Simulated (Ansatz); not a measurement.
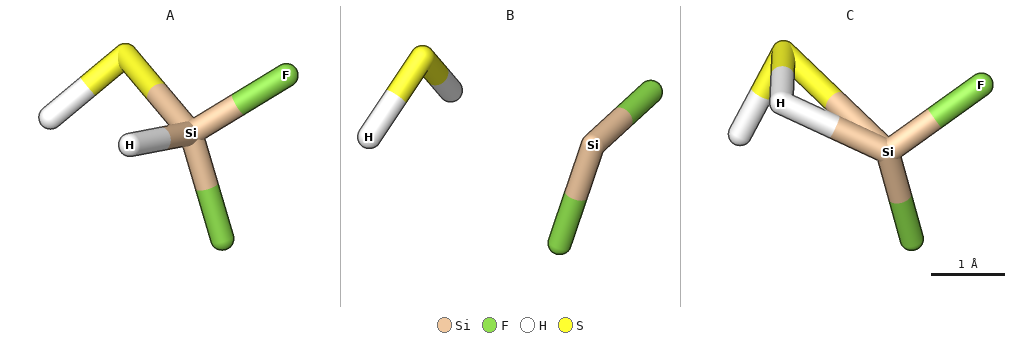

Three geometries of SiH₂SF₂: a saddle point and the two minima that it joins, in shuffled order. Style: stick. Shown at a tilt. Sticks join atoms that are closer than about 1.2 times the sum of their covalent radii (a little more with hydrogen).

Stationary points at PBE0-D4/def2-TZVP, single-point energies with CCSD(T)/CBS (def2-TZVPP where no basis is named; Ansatz 0.2.0). The energies are electronic, without zero-point or thermal terms, and both ends are the minima reached downhill from the saddle, with any fragments still in contact. CCSD(T)/CBS stands for a frozen-core estimate: MP2 correlation extrapolated from def2-TZVPP and def2-QZVPP, CCSD(T) minus MP2 from the smaller set.

Which frame is the transition state, what reaction does it lead through, and what barrier is to be expected?

Answer. Frame C is the saddle point. Counted by bonded pieces, B holds H₂S + SiF₂ and A holds SiH₂SF₂. From B over the saddle to A, bonds form: H–Si (3.19 → 1.62 → 1.47 Å), S–Si (2.85 → 2.43 → 2.11 Å). A bond breaks: H–S (1.34 → 1.70 → 3.03 Å). The saddle has one imaginary mode, 1079i cm⁻¹. With CCSD(T)/CBS the barrier is 112.2 kJ/mol from B and 300.0 kJ/mol from A, and A lies 187.8 kJ/mol below B.
